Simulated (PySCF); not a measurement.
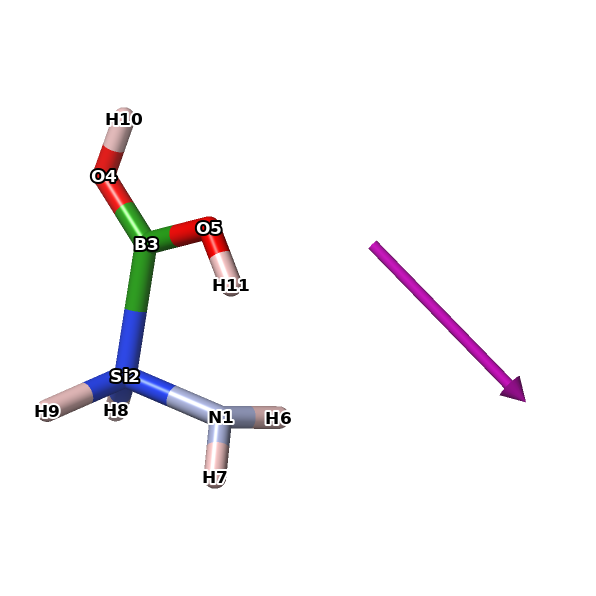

The arrow beside the molecule shows the direction of the dipole moment, from the negative to the positive end (its length means nothing). Computed geometry: PBE0-D3(BJ)/def2-SVP optimisation. No frequency run is at hand to confirm it as a minimum. Method: BHandHLYP/pcSseg-2, gas phase (PySCF 2.14.0).

### Estimate the dipole moment.

1.83 D; it points from the side of H10 to the side of H6, H7 (the outermost atoms at the two ends).
